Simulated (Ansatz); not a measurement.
# Calculations on BH$_{3}$OCl$_{2}$

### Relaxation

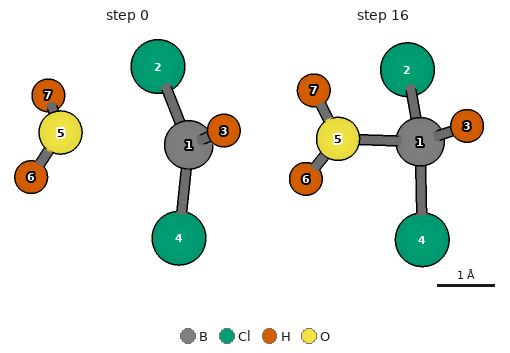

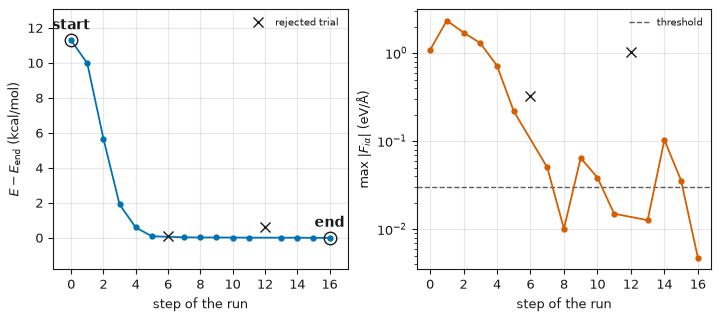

First and last geometry of a relaxation of BH3OCl2, with the history of the run. A ball-and-stick model, seen at a tilt.

The run prepares an end point of a later path (reaction) calculation, from a guessed geometry.

All numbers below come from RKS PBE0-D4/6-31G* (Ansatz).

Input file:
```yaml
crystal:
  periodic: [false, false, false]
  atoms:
    - { symbol: B, position_ang: [-0.00336, 0.350202, 0.043276] }
    - { symbol: Cl, position_ang: [-0.08421, 0.601423, 1.846803] }
    - { symbol: H, position_ang: [1.063031, 0.284363, -0.469727] }
    - { symbol: Cl, position_ang: [-1.465776, 0.471857, -0.901905] }
    - { symbol: O, position_ang: [-0.025733, -2.208703, 0.492418] }
    - { symbol: H, position_ang: [-0.88948, -2.524236, 0.192015] }
    - { symbol: H, position_ang: [-0.178573, -1.936106, 1.42612] }
basis:
  gaussian: { orbitals: "6-31G*" }
hamiltonian:
  xc: pbe0
  dispersion: d4
relax:
  f_tol: 0.03
  max_steps: 50
```

Run as
```bash
ansatz run input.yaml --threads 1 --pin off --max-ram 2048MiB --backend cpu --events-out ev --progress --plain --runs-dir out
```

Q: What do the curves and the structures tell?

A: It converged. H6 moves most after the best rigid fit: 0.52 Å. Largest moves by element: H 0.52 Å, O 0.48 Å, B 0.46 Å, Cl 0.28 Å. Near-neighbour distances that change, for instance: B1–O5 2.598 → 1.665 Å, B1–Cl4 1.746 → 1.820 Å, O5–H7 0.985 → 0.975 Å, O5–H6 0.967 → 0.976 Å. New bonds form, among them: B1–O5 (2.60 → 1.66 Å). Bond angles that change, for instance: H3–B1–Cl4 121.6° → 115.3°, Cl2–B1–H3 118.4° → 114.1°, Cl2–B1–Cl4 119.3° → 115.3°. The energy falls by 11.3 kcal/mol in 14 accepted moves (16 points after the start). Largest force component: 1.1 eV/Å at the start, 0.0048 eV/Å at the end. The line search rejected the trial steps at points 6, 12 of the run. The forces were under the threshold at step 8, but the run went on from there.

Limits of the set-up: the start holds two separate molecules, 2.6 Å apart at their closest, whose relative position is a soft coordinate.

### Relaxation

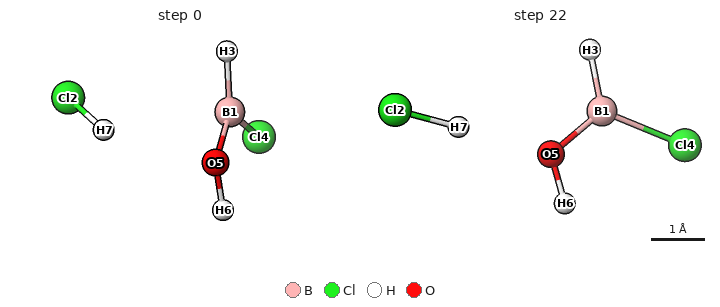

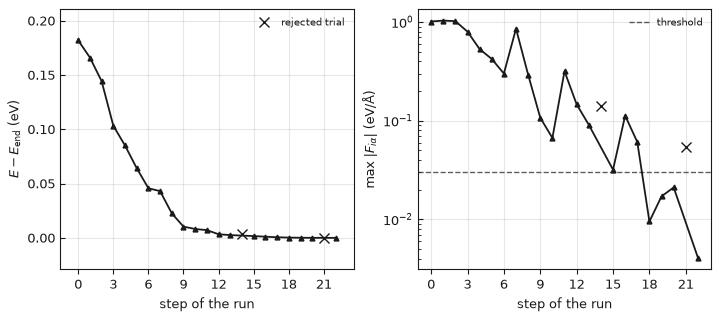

First and last geometry of a relaxation of BH$_{3}$OCl$_{2}$, with the history of the run. The picture is a ball-and-stick view, seen at a tilt.

The run prepares an end point of a later path (reaction) calculation, from a guessed geometry.

All numbers below come from RKS PBE0-D4/6-31G* in Ansatz.

Input
```yaml
crystal:
  periodic: [false, false, false]
  atoms:
    - { symbol: B, position_ang: [-0.077968, -0.452355, -0.410363] }
    - { symbol: Cl, position_ang: [-0.142841, 0.111961, 2.607859] }
    - { symbol: H, position_ang: [0.911234, 0.20129, -0.360001] }
    - { symbol: Cl, position_ang: [-1.542007, 0.225067, -1.125698] }
    - { symbol: O, position_ang: [-0.043718, -1.767928, -0.003879] }
    - { symbol: H, position_ang: [-0.886267, -2.222971, -0.150855] }
    - { symbol: H, position_ang: [0.197467, -1.056265, 2.071936] }
basis:
  gaussian: { orbitals: "6-31G*" }
hamiltonian:
  xc: pbe0
  dispersion: d4
relax:
  f_tol: 0.03
  max_steps: 50
```

Launched with:
```bash
ansatz run input.yaml --threads 1 --pin off --max-ram 2048MiB --backend cpu --events-out ev --progress --plain --runs-dir out
```

**Did the run converge, and what did it change?**

It converged. The atom that moves furthest after the best rigid fit is Cl4 (1.54 Å). Largest moves by element: Cl 1.54 Å, O 0.88 Å, H 0.65 Å, B 0.34 Å. Near-neighbour distances that change, for instance: Cl2–H7 1.330 → 1.296 Å, B1–O5 1.377 → 1.351 Å. After 20 accepted moves (22 points after the start) the energy has fallen by 0.182 eV. The largest force component goes from 1 to 0.0041 eV/Å. The line search rejected the trial steps at points 14, 21 of the run. The forces were under the threshold at step 18, but the run went on from there. The run took 66 s on 1 thread of Arm Neoverse V1, on a shared host, peak memory 0.14 GiB.

```tsv
step	E − E(0), eV	largest force component, eV/Å	note
0	0.0000	1.0127	
1	-0.0158	1.0342	
2	-0.0375	1.0209	
3	-0.0786	0.7985	
4	-0.0968	0.5314	
5	-0.1177	0.4225	
6	-0.1362	0.3007	
7	-0.1389	0.8567	
8	-0.1593	0.2926	
9	-0.1716	0.1071	
10	-0.1738	0.0669	
11	-0.1748	0.3172	
12	-0.1786	0.1466	
13	-0.1794	0.0909	
14	-0.1786	0.1424	rejected
15	-0.1803	0.0319	
16	-0.1809	0.1127	
17	-0.1814	0.0609	
18	-0.1817	0.0095	
19	-0.1818	0.0171	
20	-0.1819	0.0211	
21	-0.1817	0.0542	rejected
22	-0.1819	0.0041
```

Limits of the set-up: the start holds two separate molecules, 2.2 Å apart at their closest, whose relative position is a soft coordinate.

### Path

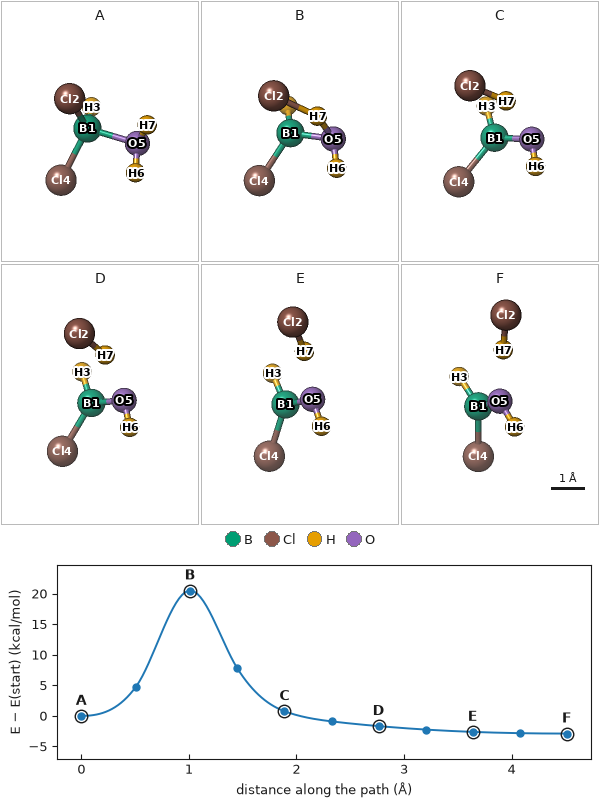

A search for the minimum-energy path of BH3OCl2 by the nudged elastic band. Images are numbered from 0 (start) to 10 (end). Frames A to F are images 0, 2, 4, 6, 8, 10. The picture is a ball-and-stick view, seen from a free direction.

The calculation used Ansatz 0.2.0, RKS PBE0-D4/6-31G*. Settings: 9 movable images; climbing image; force threshold 0.03 eV/Å; iteration limit 55; starting path through a guess of the saddle point.

### Read off the barrier and say what moves.

Breaking: B1–Cl2 (1.83 → 2.26 at the top → 4.16 Å), O5–H7 (0.98 → 1.26 at the top → 1.90 Å). Forming: Cl2–H7 (2.56 → 1.53 at the top → 1.30 Å). The energy climbs by 20.5 kcal/mol to image 2 and then falls by 23.4 kcal/mol, so the end point sits at −2.9 kcal/mol. The band converged in 17 iterations. The largest component of the band force went from 6.9 to 0.02 eV/Å. The climbing image converged on the top of the path. Its vibrational analysis gives one imaginary mode (1158i cm⁻¹), as a transition state must have.

The run took 7.5 min on 1 thread of Arm Neoverse V1, with other jobs on the host, peak memory 0.15 GiB.
